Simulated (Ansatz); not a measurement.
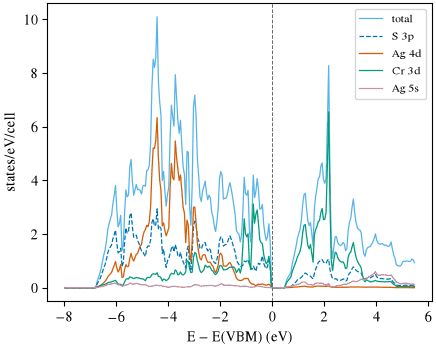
Fig. 1. Total and projected density of states of CrAgS$_{2}$ in space group R3m (No. 160; Cr on 3a, Ag on 3a, S on 3a, S on 3a), DFT-PBEsol in the program Ansatz with PAW potentials

Question: Which orbitals carry the states next to the gap?

Answer: Top 1 eV of the valence band: Cr 3d 60 %, S 3p 30 %, Ag 4d 5 %. Bottom 1 eV of the conduction band: Cr 3d 65 %, S 3p 16 %, Ag 5s 6 %, outside the projected shells 7 %. Projections are on Löwdin-orthogonalised atomic valence shells; empty p or d shells of many metals are not among them.

Question: Where is the tallest occupied peak in this window, and what makes it?

Answer: Near -4.4 eV, about 10 states/eV per cell; the largest projected share is Ag 4d.

The workflow started from a Materials Project entry (that database holds measured and hypothetical structures alike); the Crystallography Open Database files this formula in space group No. 160, but the cells were not matched. Its standing as an ambient phase is unchecked. The cell was relaxed with PBEsol under the symmetry of its start; whether a distortion lowers the energy is not shown. Spin order of the final state: ferromagnetic, chosen from 2 collinear starts compared on coarse meshes (ties went to the first, and starts can fall back to one state), not a proven ground state. No Hubbard U is applied. Scalar-relativistic: spin–orbit coupling is off unless named, which matters more the heavier the elements.

Potentials: the later of the program's two PAW sets.
